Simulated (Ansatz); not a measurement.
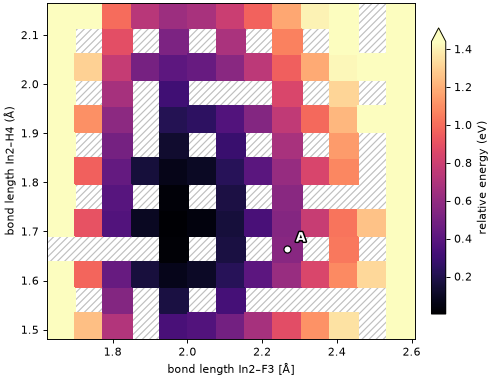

FHInO, SMILES [O][InH][F], spin multiplicity 2. First axis: bond length In2–F3. Second axis: bond length In2–H4. Nothing is relaxed (all other coordinates rigid). The scan uses a 13 × 13 grid. At 47 points there is no value. Energies: eV, counted from the relaxed molecule at the same level. The calculation used UKS PBE-D4/def2-SVP (Ansatz 0.2.0).

Drawn: one coloured cell a grid point, one colour for all values above the top of the scale, hatched blanks where no value was computed, the point A.

Question: Which way does the force act at A, and how strong is it?

Answer: A, at bond length In2–F3 = 2.268 Å, bond length In2–H4 = 1.665 Å, is not a stationary point. The computed force is 3 eV for each Å towards smaller values of bond length In2–F3 and 0.62 eV for each Å towards larger values of bond length In2–H4.
